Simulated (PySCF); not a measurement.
## Electronic structure of C$_{4}$H$_{7}$FO$_{2}$Si (SMILES C=CCOC(=O)[SiH2]F) in real space

The calculation's input:

```
{"job": {"kind": "nmr", "xc": "PBE0", "basis": "pcSseg-1"}, "charge": 0, "multiplicity": 1}
C     -2.781645     0.267122     0.086126
C     -1.796685    -0.608734     0.131693
C     -0.714414    -0.703488    -0.899328
O      0.584293    -0.622743    -0.290695
C      1.092324     0.586268    -0.050964
O      0.531146     1.621097    -0.311085
Si     2.825122     0.376596     0.746111
F      3.657910    -0.554876    -0.266936
H     -2.869440     0.979063    -0.717547
H     -3.541245     0.306649     0.847955
H     -1.704289    -1.310817     0.949519
H     -0.730963    -1.679064    -1.393854
H     -0.811472     0.099668    -1.636109
H      2.726838    -0.392389     1.975115
H      3.528106     1.643637     0.808086
```

Command:

```sh
OMP_NUM_THREADS=1 python probes_run.py task.json out
```

Geometry: GFN2-xTB.

The calculation used PBE0/pcSseg-1, SCF density, gas phase, non-relativistic in PySCF.

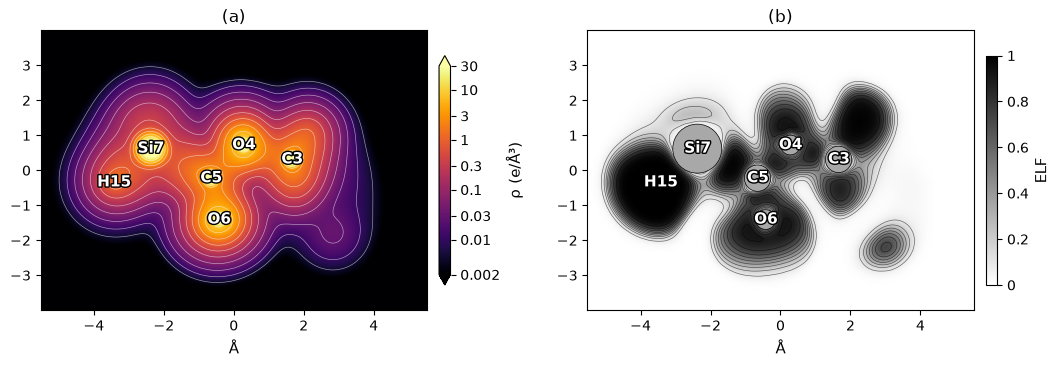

Figure 1. (a) total electron density; (b) ELF on the plane of atoms O4, C5 and Si7. Grey discs cover the atomic cores in the ELF map.

**What do the fields say about this system?**

- Atoms in the plane: C, O, Si and H.
- C–O (1.21 Å): ρ at the midpoint is about 3.3 e/Å³; the ELF peaks at about 0.85 between the atoms; a short, multiple covalent bond.
- C–Si (1.92 Å): ρ at the midpoint is about 0.95 e/Å³; the ELF peaks at about 1 between the atoms: localised, covalent bonding.
- C–O (1.33 Å): ρ is about 2.5 e/Å³ halfway; the ELF peaks at about 0.90 between the atoms, as expected for a polar covalent bond.
- The ELF also peaks beside O6 and O4, away from the bonds: lone-pair regions.

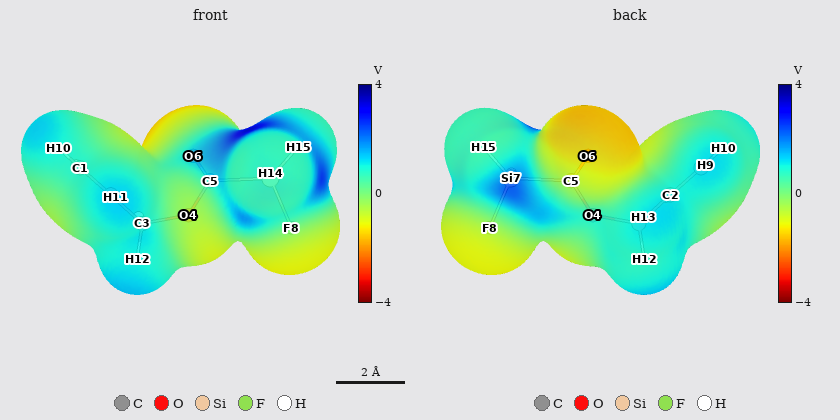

Figure 2. The electrostatic potential painted on the density surface at 0.004 e/bohr³, seen from the front and from behind; red is negative and blue positive.

**Where is the surface potential most negative and most positive?**

The most negative region (about −1.7 V, or −39 kcal/mol for a unit charge) lies over O6, the most positive (about +3.0 V, or +69 kcal/mol for a unit charge) over Si7. O6 is the likeliest acceptor of a hydrogen bond.

**What dipole moment does the calculation give?**

Its dipole moment is 1.77 D.
